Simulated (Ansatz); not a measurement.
# Se on Cu(110), longbridge start, 2x2 cell: photoemission fingerprints, part 2 of 4

Aim: how the adsorbate changes the work function, the valence spectrum and the core levels in Se on Cu(110), longbridge start, 2x2 cell.

Ansatz 0.2.0; DFT, PBE, plane-wave PAW, scalar-relativistic; PAW set soft_1.

So far, work function, upper face (eV): step 2 (the clean face) 4.39.

**3. Relaxation**

System of this step: Cu20Se. The cell holds 21 atoms: 1 Se and 20 Cu. Its edges and angles: a = 7.260 Å, b = 5.134 Å, c = 21.534 Å, α = 90.0°, β = 90.0°, γ = 90.0°. It derives from Cu. How the cell was made: adsorbate; added: Se; site: longbridge; coverage 0.25 monolayer; cell: 2x2; on one face. Regions: ad, 1 atom (1 Se); L1, 4 atoms (4 Cu); L2, 4 atoms (4 Cu); L3, 4 atoms (4 Cu); rest, 8 atoms (8 Cu). Vacuum lies along c.

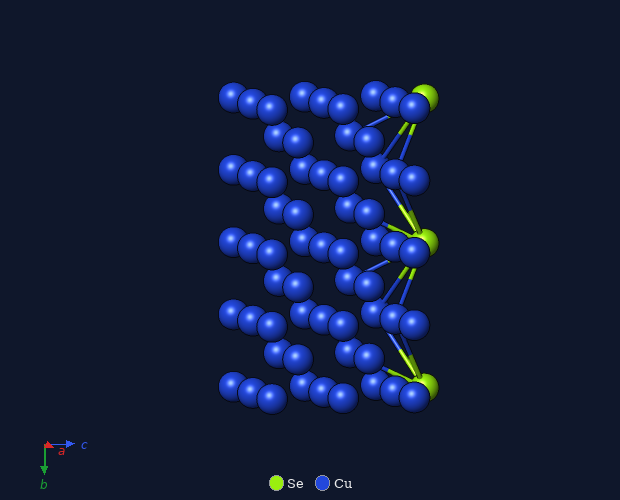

The cell of this step (selenium green, copper blue). Bonds to atoms that aren't drawn are left out. 1×2×1 cells are drawn. Some periodic images of atoms are drawn too.

The cut or typed positions aren't at rest, and spectra shift with geometry, so the relaxation comes first. 12 atoms are held to stand for the bulk. A dipole correction cancels the field between unlike faces.

The input, input.yaml:

```yaml
crystal:
  lattice:
    - [7.26, 0.0, 0.0]
    - [0.0, 5.1335952314, 0.0]
    - [0.0, 0.0, 21.5335952314]
  atoms:
    - { symbol: Se, position: [0.250119893, 0.0, 0.651707022] }
    - { symbol: Cu, position: [0.0, 0.0, 0.586692333] }
    - { symbol: Cu, position: [0.5, 0.0, 0.586692333] }
    - { symbol: Cu, position: [0.0, 0.5, 0.586692333] }
    - { symbol: Cu, position: [0.5, 0.5, 0.586692333] }
    - { symbol: Cu, position: [0.25, 0.25, 0.527092494] }
    - { symbol: Cu, position: [0.75, 0.25, 0.527092494] }
    - { symbol: Cu, position: [0.25, 0.75, 0.527092494] }
    - { symbol: Cu, position: [0.75, 0.75, 0.527092494] }
    - { symbol: Cu, position: [0.0, 0.0, 0.467492655] }
    - { symbol: Cu, position: [0.5, 0.0, 0.467492655] }
    - { symbol: Cu, position: [0.0, 0.5, 0.467492655] }
    - { symbol: Cu, position: [0.5, 0.5, 0.467492655] }
    - { symbol: Cu, position: [0.25, 0.25, 0.407892816] }
    - { symbol: Cu, position: [0.75, 0.25, 0.407892816] }
    - { symbol: Cu, position: [0.25, 0.75, 0.407892816] }
    - { symbol: Cu, position: [0.75, 0.75, 0.407892816] }
    - { symbol: Cu, position: [0.0, 0.0, 0.348292978] }
    - { symbol: Cu, position: [0.5, 0.0, 0.348292978] }
    - { symbol: Cu, position: [0.0, 0.5, 0.348292978] }
    - { symbol: Cu, position: [0.5, 0.5, 0.348292978] }
kpoints:
  mp_grid: { grid: [4, 6, 1] }
scf:
  occupations: { method: fermi_dirac, width: 0.05 }
  n_extra_bands: 16
hamiltonian:
  xc: pbe
  pseudopotentials: { kind: paw, azcp: { folder: soft_1 } }
output:
  forces: true
  write_potential: true
  volumetric_format: []
efield:
  axis: 3
  dipole_correction: true
relax:
  f_tol: 0.03
  max_steps: 45
  constraints: [{ sites: [9, 10, 11, 12, 13, 14, 15, 16, 17, 18, 19, 20] }]
```

Run with:

```sh
$ ansatz run input.yaml --threads 8 --pin off --max-ram 40960MiB --backend cuda --events-out ev --progress --plain --runs-dir out
```

Numbers of over 12 decimals in the logs are rounded to 6 here.

Output:

```text
[...]
concurrent solve slots: 6 of 8 are kept, ahead of what memory takes: no pass of the eigensolver takes more rounds on 6
[...]
Crystal: 21 atoms, lattice volume = 802.555 Å³
Basis set: ecut = 420 eV, 15683 PW (Γ), exchange–correlation on 100×72×288 points (8 copies of the dense FFT grid, shifted against one another)
Bands: 214, of which v1, the nominal top of the filled ones, is band 198 counted from 1 (197 counted from 0)
Symmetry: 2 space group operations
[...]
k-points: 12 of 24 (time reversal used)
[...]
SCF iter   1: F=—  HF=-137982.648128 eV  |F-HF|=—  |Δ(HF+E_count)|=         —  Δρ=1.35e-1  dr2=9.17e1  ethr=3.10e-3  p=-0.000 e·Å  D=-1.07e-6 V/Å  ΔV_dip=0.00 eV  dr2_dipole=4.98e-1  V_vac-E_F(+/−)=4.37/4.37 eV  ⟨swp⟩=6.7  Hψ=10662  notcnv=0
[...]
SCF iter   2: F=—  HF=-138077.096094 eV  |F-HF|=—  |Δ(HF+E_count)|=    9.44e1  Δρ=2.69e-1  dr2=3.32e2  ethr=3.10e-3  p=-0.104 e·Å  D=-2.35e-2 V/Å  ΔV_dip=0.51 eV  dr2_dipole=3.64e-2  V_vac-E_F(+/−)=3.21/2.71 eV  ⟨swp⟩=4.0  Hψ=8477  notcnv=0  defer=50  recentre
[...]
SCF iter  10: F=-137966.649260 eV  HF=-137966.649239 eV  |F-HF|=2.15e-5  |Δ(HF+E_count)|=   6.60e-5  Δρ=5.29e-5  dr2=1.98e-5  ethr=5.68e-9  p=-0.112 e·Å  D=-2.53e-2 V/Å  ΔV_dip=0.55 eV  dr2_dipole=7.19e-7  V_vac-E_F(+/−)=4.89/4.34 eV  ⟨swp⟩=11.3  Hψ=33824  notcnv=0
SCF 1 converged in 10 iterations: F = -137966.649260 eV  dr2 = 1.98e-5
[...]
relax step   1: F+E_penalty+E_count = -137966.64925997 eV  Δ(F+E_penalty+E_count) = +0.000e0 eV  max|allowed force component| = 4.745e-1 eV/Å  Δτ_max = 0.0000 Å  (10 SCF iters, dr2 threshold 2.25e-5 eV, accepted)
[...]
SCF 2 converged in 6 iterations: F = -137966.703647 eV  dr2 = 5.60e-6
relax step   2: F+E_penalty+E_count = -137966.70364742 eV  Δ(F+E_penalty+E_count) = -5.439e-2 eV  max|allowed force component| = 3.746e-1 eV/Å  Δτ_max = 0.0606 Å  (6 SCF iters, dr2 threshold 1.41e-5 eV, accepted)
[...]
SCF 3 converged in 9 iterations: F = -137966.777713 eV  dr2 = 6.12e-6
relax step   3: F+E_penalty+E_count = -137966.77771253 eV  Δ(F+E_penalty+E_count) = -7.407e-2 eV  max|allowed force component| = 1.945e-1 eV/Å  Δτ_max = 0.1955 Å  (9 SCF iters, dr2 threshold 8.77e-6 eV, accepted)
[...]
relax step   4: F+E_penalty+E_count = -137966.78581139 eV  Δ(F+E_penalty+E_count) = -8.099e-3 eV  max|allowed force component| = 6.210e-2 eV/Å  Δτ_max = 0.0581 Å  (6 SCF iters, dr2 threshold 1.02e-5 eV, accepted)
[...]
SCF 5 converged in 9 iterations: F = -137966.788125 eV  dr2 = 5.59e-8
relax step   5: F+E_penalty+E_count = -137966.78812454 eV  Δ(F+E_penalty+E_count) = -2.313e-3 eV  max|allowed force component| = 1.919e-2 eV/Å  Δτ_max = 0.0203 Å  (9 SCF iters, accepted)
[...]
SCF converged after 9 iterations
[...]
--- Relaxed structure (5 steps of the walk, 5 accepted, 0 SCFs on fresh bases) ---
  F+E_penalty+E_count = -137966.78812454 eV   max|allowed force component| = 1.919e-2 eV/Å
  atoms:
    - { symbol: Se, position: [0.250000, 0.0, 0.638874] }
    - { symbol: Cu, position: [-0.028492, 0.0, 0.585665] }
    - { symbol: Cu, position: [0.528491, 0.0, 0.585664] }
    - { symbol: Cu, position: [-0.00661575, 0.500000, 0.584179] }
    - { symbol: Cu, position: [0.506615, 0.500000, 0.584178] }
    - { symbol: Cu, position: [0.250000, 0.249499, 0.530031] }
    - { symbol: Cu, position: [0.750000, 0.254043, 0.526052] }
    - { symbol: Cu, position: [0.250000, 0.750501, 0.530031] }
    - { symbol: Cu, position: [0.750000, 0.745957, 0.526052] }
    - { symbol: Cu, position: [0.0, 0.0, 0.467493] }
    - { symbol: Cu, position: [0.5, 0.0, 0.467493] }
    - { symbol: Cu, position: [0.0, 0.500000, 0.467493] }
    - { symbol: Cu, position: [0.5, 0.500000, 0.467493] }
    - { symbol: Cu, position: [0.25, 0.250000, 0.407893] }
    - { symbol: Cu, position: [0.750000, 0.250000, 0.407893] }
    - { symbol: Cu, position: [0.25, 0.750000, 0.407893] }
    - { symbol: Cu, position: [0.750000, 0.750000, 0.407893] }
    - { symbol: Cu, position: [0.0, 0.0, 0.348293] }
    - { symbol: Cu, position: [0.5, 0.0, 0.348293] }
    - { symbol: Cu, position: [0.0, 0.500000, 0.348293] }
    - { symbol: Cu, position: [0.5, 0.500000, 0.348293] }
```

Elapsed: 7.2 s, on 1 × NVIDIA GB200 with 8 threads of Arm Neoverse V2, shared host; peak memory 1.7 GiB; 22 s of CPU time.

The steps of the relaxation:

| step | energy less that of the first step (eV) | largest force component (eV/Å) |
| --- | --- | --- |
| 1 | 0.0000 | 0.4745 |
| 2 | -0.0544 | 0.3746 |
| 3 | -0.1285 | 0.1945 |
| 4 | -0.1366 | 0.0621 |
| 5 | -0.1389 | 0.0192 |

Forces are held to the 2 operations that the run works with; a distortion that breaks them can't arise in this run.

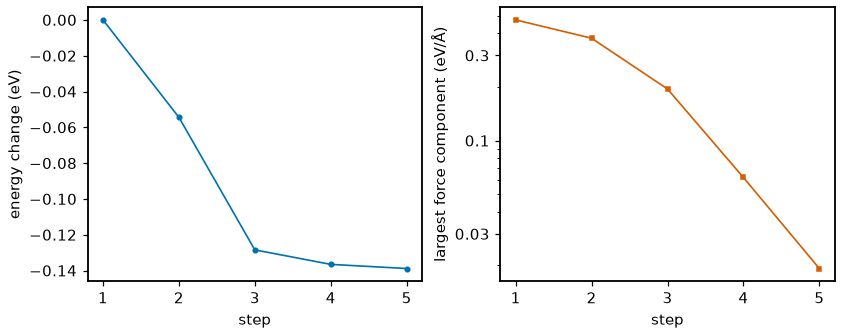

Energy and largest force along the relaxation.

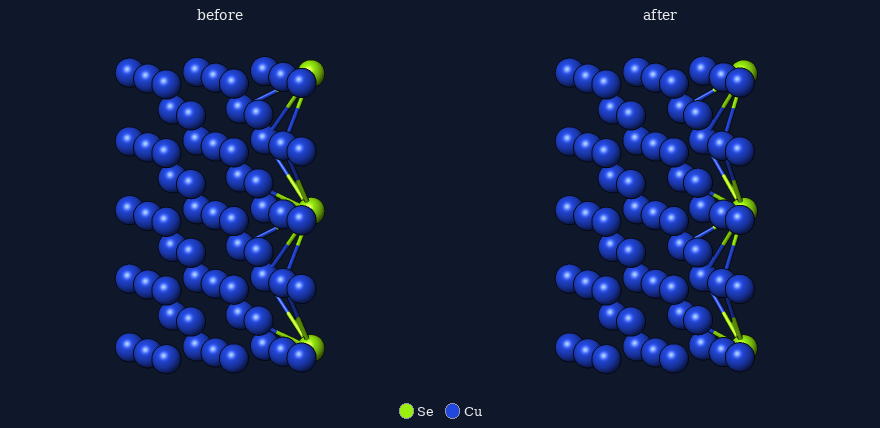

The structure before and after the relaxation, drawn at the same scale. Bonds to atoms that aren't drawn are left out.

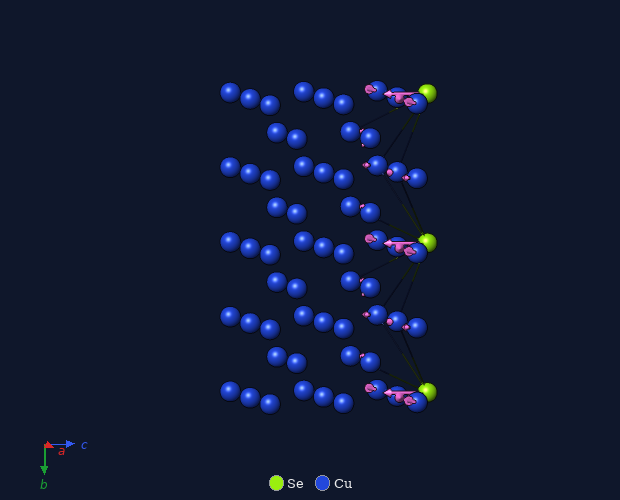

Displacements in the relaxation, exaggerated; the longest in the cell stands for 0.28 Å. Bonds to atoms that aren't drawn are left out. 1×2×1 cells are drawn. Some periodic images of atoms are drawn too.

The atoms that moved most (Å):

| atom | dx | dy | dz | length |
| --- | --- | --- | --- | --- |
| Se1 | -0.001 | 0.000 | -0.276 | 0.276 |
| Cu2 | -0.207 | 0.000 | -0.022 | 0.208 |
| Cu3 | 0.207 | 0.000 | -0.022 | 0.208 |
| Cu5 | 0.048 | 0.000 | -0.054 | 0.072 |
| Cu4 | -0.048 | 0.000 | -0.054 | 0.072 |
| Cu6 | 0.000 | -0.003 | 0.063 | 0.063 |
| Cu8 | 0.000 | 0.003 | 0.063 | 0.063 |
| Cu9 | 0.000 | -0.021 | -0.022 | 0.031 |

Numbers from this step:

| Item | Value |
| --- | --- |
| free energy | -137966.7881 eV |
| energy at zero smearing | -137966.7513 eV |
| smearing term TS | 0.07374 eV |
| Fermi energy | 2.029 eV |
| symmetry operations | 2 |
| work function, upper face | 4.719 eV |
| work function, lower face | 4.340 eV |

The relaxation ends 6.6 meV an atom lower, with a largest force component of 0.019 eV/Å on the free atoms. Between step 2 and this run (21 atoms) the value for the work function, upper face moves from 4.39 eV to 4.72 eV (+8 %).

(Continued in part 3 of 4.)

[Logs are printed without paths, hosts, clocks, repeated set-up lines and the standing remarks that a program may print on its own settings, such as how far it seeks lower states.]

[Hosts, paths, dates, database ids (printed as entryN), source tags and the programs' standing remarks are cut or masked in the printed files.]

[Maps of the electrostatic potential energy from Ansatz leave out the sawtooth potential of an applied field or a dipole correction, so their vacuum need not be flat; work functions include it.]
